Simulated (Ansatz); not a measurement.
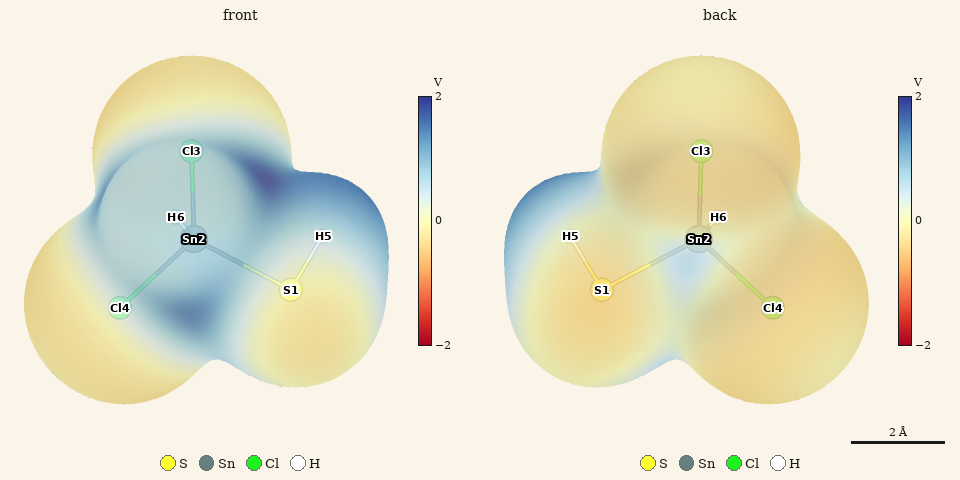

*Cl$_{2}$H$_{2}$SSn (SMILES [SH][SnH]([Cl])[Cl]). The electrostatic potential painted on the density surface at 0.001 e/bohr³, seen from the front and from behind; red is negative and blue positive.*

Geometry: PBE0-D4/def2-TZVP; core potentials replace the inner electrons of Sn.

Level of theory: RKS PBE0-D4/def2-TZVPP in Ansatz 0.2.0.

```xyz
6

S    -0.2859    0.5254   -1.8539
Sn    0.2467   -0.3140    0.3034
Cl   -1.2801    0.5279    1.8280
Cl   -0.0505   -2.5995    0.1688
H    -0.3903    1.7846   -1.3916
H     1.8024    0.0115    0.8991
```

Q: Which sites attract a positive test charge, and which a negative one?

A: A positive charge is drawn to the negative regions and a negative charge to the positive ones. The most negative region (about −0.5 V) lies over S1, Cl3 and Cl4, the most positive (about +1.8 V) over Sn2.
